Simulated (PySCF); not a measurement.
# BBr2Cl (dibromo(chloro)borane): levels of theory compared

We compute a comparison of 6 runs (HF/pcseg-1, PBE0/STO-3G, B3LYP/6-31G*, MP2/6-31G, CCSD(T)/pcseg-1) of BBr2Cl (dibromo(chloro)borane). The job is set up through a Python script.

The results are computed with PySCF 2.14.0.

## Step 1: The molecule

The species is BBr2Cl (4 atoms), meant as a singlet with charge 0. SMILES: `ClB(Br)Br`. The coordinates come from a PBE0-D4/def2-TZVP relaxation.

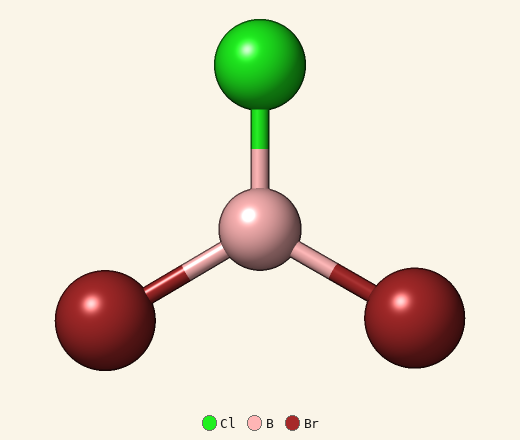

The structure, seen from a chosen angle (chlorine green, boron pink, bromine red).

## Step 2: Energy and forces at HF/pcseg-1 (run 1)

input.xyz

```xyz
4

Cl    -0.203300    -1.644940     0.633550
B     -0.004820    -0.039040     0.015030
Br     1.283490     1.123730     0.785650
Br    -1.075360     0.560270    -1.434250
```

run.py

```python
from pyscf import gto, scf

mol = gto.Mole()
mol.atom = 'input.xyz'
mol.verbose = 4
mol.max_memory = 1860
mol.spin = 0
mol.basis = 'pcseg-1'
mol.build()

mf = scf.RHF(mol)
mf.conv_tol = 1e-10
mf.kernel()
if not mf.converged:
    mf = mf.newton().run(mf.mo_coeff, mf.mo_occ)

energy = mf.e_tot
print('E = %.10f Eh' % energy)
grad = mf.nuc_grad_method().kernel()
mf.analyze()
```

Command:

```bash
OMP_NUM_THREADS=1 python run.py
```

What it wrote:

```text
PySCF version 2.14.0

[... 84 lines left out ...]
MO #6   energy= -58.5407852938146  occ= 2
[... 15 lines left out ...]
MO #22  energy= -7.48377068450759  occ= 2
[... 15 lines left out ...]
MO #38  energy= -0.692617720042838 occ= 2
[... 15 lines left out ...]
MO #54  energy= 0.398968281757476  occ= 0
[... 15 lines left out ...]
MO #70  energy= 0.869607083331354  occ= 0
[... 15 lines left out ...]
MO #86  energy= 2.16154850987851   occ= 0
[... 93 lines left out ...]
Dipole moment(X, Y, Z, Debye):  0.01772,  0.14330, -0.05519
```

It took 17 s on 1 thread of Arm Neoverse V2, shared host; peak memory 0.17 GiB.

## Step 3: Energy and gradient at PBE0/STO-3G (run 2)

run.py

```python
import pyscf.grad
from pyscf import gto, dft

mol = gto.M(
    atom='''
Cl    -0.203300    -1.644940     0.633550
B     -0.004820    -0.039040     0.015030
Br     1.283490     1.123730     0.785650
Br    -1.075360     0.560270    -1.434250
''',
    verbose=3,
    max_memory=1860,
    basis='sto-3g',
    charge=0,
)

ks = dft.RKS(mol, xc='pbe0')
ks.conv_tol = 1e-10
ks.grids.level = 5
ks.kernel()
if not ks.converged:
    ks = ks.newton().run(ks.mo_coeff, ks.mo_occ)

e_tot = ks.e_tot
print('E(%s) = %.9f' % ('PBE0', e_tot))
grad = ks.Gradients().kernel()
dip = ks.dip_moment()
pop, q = ks.mulliken_pop()
```

Command:

```bash
OMP_NUM_THREADS=1 python run.py
```

What it wrote:

```text
converged SCF energy = -5571.27095712302
[... 8 lines left out ...]
Dipole moment(X, Y, Z, Debye):  0.09293,  0.75180, -0.28956
[... 55 lines left out ...]
charge of    3Br =      0.02347
```

Run time: 6.6 s. Hardware: 1 thread of Arm Neoverse V2, shared host; peak memory 0.52 GiB.

## Step 4: Energy and forces at B3LYP/6-31G(d) (spherical functions) (run 3)

input.py

```python
# ClB(Br)Br
import pyscf.grad
from pyscf import gto, dft

molecule = gto.Mole()
molecule.atom = [
    ('Cl', (-0.203300, -1.644940, 0.633550)),
    ('B', (-0.004820, -0.039040, 0.015030)),
    ('Br', (1.283490, 1.123730, 0.785650)),
    ('Br', (-1.075360, 0.560270, -1.434250)),
]
molecule.charge = 0
molecule.spin = 0
molecule.basis = '6-31g*'
molecule.verbose = 4
molecule.max_memory = 1860
molecule.build()

myscf = dft.RKS(molecule, xc='b3lyp')
myscf.conv_tol = 1e-10
myscf.grids.level = 5
myscf.kernel()
if not myscf.converged:
    myscf = myscf.newton().run(myscf.mo_coeff, myscf.mo_occ)

etot = myscf.e_tot
print('E = %.10f Eh' % etot)
grad = myscf.Gradients().kernel()
myscf.analyze()
```

Command:

```bash
OMP_NUM_THREADS=1 python input.py
```

What it wrote:

```text
PySCF version 2.14.0

[... 97 lines left out ...]
MO #6   energy= -56.3537054513184  occ= 2
[... 17 lines left out ...]
MO #24  energy= -6.54981695483103  occ= 2
[... 17 lines left out ...]
MO #42  energy= -0.342167762345991 occ= 2
[... 17 lines left out ...]
MO #60  energy= 0.399652948898274  occ= 0
[... 17 lines left out ...]
MO #78  energy= 0.879025783493301  occ= 0
[... 17 lines left out ...]
MO #96  energy= 4.94548779337973   occ= 0
[... 103 lines left out ...]
Dipole moment(X, Y, Z, Debye):  0.00321,  0.02584, -0.00995
```

Run time: 38 s. Hardware: 1 thread of Arm Neoverse V2, shared host; peak memory 0.94 GiB.

Runs 4 to 5 aren't shown in full; the table further down has their settings and results.

## Step 5: The energy at CCSD(T)/pcseg-1 (run 6)

geometry.xyz

```xyz
4
BBr2Cl
Cl    -0.203300    -1.644940     0.633550
B     -0.004820    -0.039040     0.015030
Br     1.283490     1.123730     0.785650
Br    -1.075360     0.560270    -1.434250
```

calc.py

```python
from pyscf import gto, cc

molecule = gto.Mole()
molecule.atom = 'geometry.xyz'
molecule.basis = 'pcseg-1'
molecule.spin = 0
molecule.max_memory = 1860
molecule.verbose = 4
molecule.build()

calc0 = molecule.RHF()
calc0.conv_tol = 1e-10
calc0.kernel()
if not calc0.converged:
    calc0 = calc0.newton().run(calc0.mo_coeff, calc0.mo_occ)

mycc = cc.CCSD(calc0, frozen=24)
mycc.kernel()
e_t = mycc.ccsd_t()
e_final = mycc.e_tot + e_t
print('E(%s) = %.9f' % ('CCSD(T)', e_final))
calc0.analyze()
```

Command:

```bash
OMP_NUM_THREADS=1 python calc.py
```

What it wrote:

```text
PySCF version 2.14.0

[... 96 lines left out ...]
MO #1   energy= -489.963525045982  occ= 2
[... 16 lines left out ...]
MO #18  energy= -7.77855332011749  occ= 2
[... 16 lines left out ...]
MO #35  energy= -1.1584240207437   occ= 2
[... 16 lines left out ...]
MO #52  energy= 0.328446407348806  occ= 0
[... 16 lines left out ...]
MO #69  energy= 0.845849359740137  occ= 0
[... 16 lines left out ...]
MO #86  energy= 2.16154850987851   occ= 0
[... 93 lines left out ...]
Dipole moment(X, Y, Z, Debye):  0.01772,  0.14330, -0.05519
```

It took 31 s on 1 thread of Arm Neoverse V2, shared host; peak memory 0.34 GiB.

## Step 6: All runs side by side

```
run                               level  integration grid  Cartesian functions   energy (Eh)  dipole moment (D) of the reference  HOMO energy (eV)  LUMO energy (eV)  wall time
  1                          HF/pcseg-1                 –                   no  -5628.418906                                0.15            -11.55              1.65       17 s
  2                         PBE0/STO-3G                 5                   no  -5571.270957                                0.81             -6.08              0.77      6.6 s
  3  B3LYP/6-31G* (spherical functions)                 5                   no  -5632.899504                                0.03             -8.12             -2.05       38 s
  4  B3LYP/6-31G* (Cartesian functions)                 5                  yes  -5632.920241                                0.03             -8.12             -2.06       42 s
  5                           MP2/6-31G                 –                   no  -5628.754099                                0.29            -11.64              1.36       20 s
  6                     CCSD(T)/pcseg-1                 –                   no  -5628.909526                                0.15            -11.55              1.65       31 s
```

## Step 7: Summary of results

```
                                           quantity           value
                                run 6: total energy  -5628.90953 Eh
        run 6: dipole moment (Hartree–Fock density)          0.15 D
         run 6: HOMO energy (Hartree–Fock orbitals)       -11.55 eV
         run 6: LUMO energy (Hartree–Fock orbitals)         1.65 eV
       run 6: HOMO–LUMO gap (Hartree–Fock orbitals)        13.20 eV
run 6: correlation energy (24 core orbitals frozen)      -490.6 mEh
                              run 6: (T) correction      -13.50 mEh
                               run 6: T1 diagnostic           0.010
```

Over runs 1, 2, 3, 4 the dipole moment (its size) runs from 0.03 D (B3LYP/6-31G*) to 0.81 D (PBE0/STO-3G). The two ends differ in method and basis. Over runs 1, 2, 3, 4 the HOMO–LUMO gap runs from 6.06 eV (B3LYP/6-31G*) to 13.20 eV (HF/pcseg-1). Totals of different functionals can't be ranked against each other. In run 2 the basis is minimal, so the values are rough. All runs together took 2.6 min, the longest 42 s.
